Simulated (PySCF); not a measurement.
CH2O2S, SMILES `S.O=C=O`.

Computed with PySCF, BP86/6-311G**, geometry: GFN2-xTB. GFN2-xTB bond lengths at metals and heavier atoms can be off by up to 0.1 Å and shapes distorted, which carries into these values.

Input

```python
import numpy as np
from pyscf import gto, scf, dft
from pyscf.scf import atom_ks, atom_hf
from scipy.linalg import block_diag
from pyscf.dispersion import dftd3

def solve(mol, dm0=None, hcore=None):
    mf = (dft.UKS if mol.spin else dft.RKS)(mol, xc='bp86')
    mf.grids.level = 3
    mf = mf.density_fit(auxbasis='def2-universal-jkfit')
    mf.conv_tol, mf.max_cycle = 1e-8, 80
    if hcore is not None:
        mf.get_hcore = lambda *args: hcore
    mf.kernel(dm0)
    if not mf.converged:
        mf = mf.newton().run(mf.mo_coeff, mf.mo_occ, max_cycle=30)
    assert mf.converged, 'SCF not converged'
    return mf

mol = gto.M(atom='''
S     -2.20302     0.24342    -0.01659
H     -3.23692    -0.53561     0.27225
H     -1.36278    -0.78187    -0.04293
O      1.02187    -0.94501    -0.01202
C      1.81090    -0.11514     0.00158
O      2.60096     0.70922     0.01534
''', basis='6-311g**', charge=0, spin=0, verbose=4)
mol_a = gto.M(atom='''
S     -2.20302     0.24342    -0.01659
H     -3.23692    -0.53561     0.27225
H     -1.36278    -0.78187    -0.04293
ghost-O      1.02187    -0.94501    -0.01202
ghost-C      1.81090    -0.11514     0.00158
ghost-O      2.60096     0.70922     0.01534
''', basis='6-311g**', charge=0, spin=0, verbose=4)
mol_b = gto.M(atom='''
ghost-S     -2.20302     0.24342    -0.01659
ghost-H     -3.23692    -0.53561     0.27225
ghost-H     -1.36278    -0.78187    -0.04293
O      1.02187    -0.94501    -0.01202
C      1.81090    -0.11514     0.00158
O      2.60096     0.70922     0.01534
''', basis='6-311g**', charge=0, spin=0, verbose=4)
ab, a, b = solve(mol), solve(mol_a), solve(mol_b)
e_int = ab.e_tot - a.e_tot - b.e_tot
print('counterpoise-corrected interaction energy / kcal/mol', e_int * 627.5095)
def disp(atoms, charge):
    m = gto.M(atom=atoms, charge=charge, basis='sto-3g', spin=None, unit='Bohr', verbose=0)
    return dftd3.DFTD3Dispersion(m, xc='bp86', version='d3bj').get_dispersion()['energy']
e_disp = disp(mol._atom, mol.charge) - disp(mol._atom[:3], mol_a.charge) - disp(mol._atom[3:], mol_b.charge)
print('D3(BJ) part / kcal/mol', e_disp * 627.5095)
# spherically averaged free atoms, for the promolecule
atm = atom_ks.get_atm_nrks(mol, xc='bp86')
pro = block_diag(*[(atm[a[0]][2] * atm[a[0]][3]) @ atm[a[0]][2].T for a in mol._atom])
np.savez('result.npz', e_int=e_int, e_disp=e_disp, dm_a=a.make_rdm1(), dm_b=b.make_rdm1(), c=ab.mo_coeff, occ=ab.mo_occ, eps=ab.mo_energy, pro=pro, d=[f.dip_moment(verbose=0) for f in (ab, a, b)])
```

Run with:

```sh
OMP_NUM_THREADS=1 python input.py
```

The run took 15 s on 1 thread of Arm Neoverse V2 (shared host), peak memory 0.38 GiB.

Partitions, critical points and surface values were worked out afterwards from this run's density.

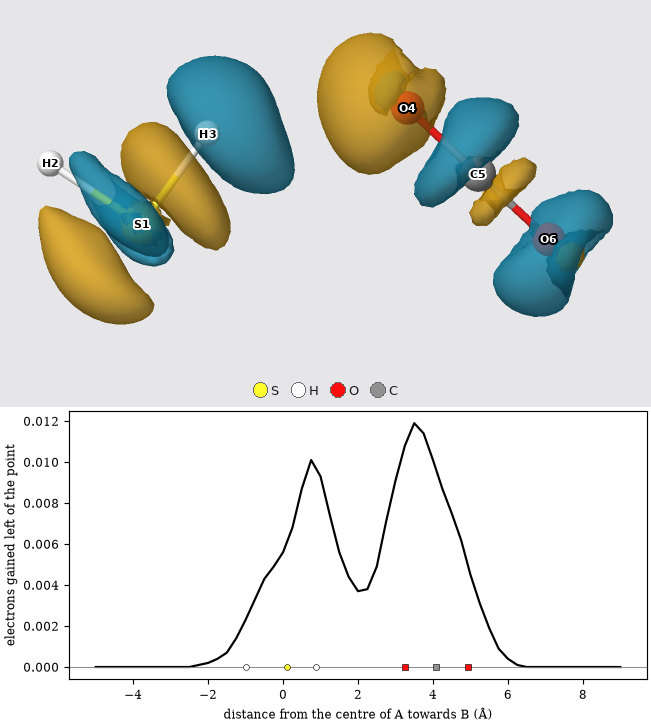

Density of the complex less the densities of the two fragments at the same geometry, ±0.0015 e/Å³ (yellow: gain, teal: loss). Fragment A: H2S (atoms 1–3); fragment B: CO2. Below: the charge-displacement curve along the line of centres (A on the left).

Which way does charge flow?

Answer. Hirshfeld charges show 0.004 e passing from B to A. By Hirshfeld charges, electrons gather most on S1 (−0.011 e) and leave H3 most (+0.008 e); 0.03 e is displaced in all, which induces a dipole of 0.22 D.

What is the interaction energy, and which contacts carry it?

Answer. The counterpoise-corrected interaction energy of the frozen fragments is +0.4 kcal/mol without dispersion correction and −0.7 kcal/mol with D3(BJ). The pair geometry is semi-empirical, not a minimum at this level. Contacts: H3···O4, hydrogen bond, 2.39 Å, ρ = 0.010 a.u. The pose is a local one from a semi-empirical search, not shown to be the most stable.
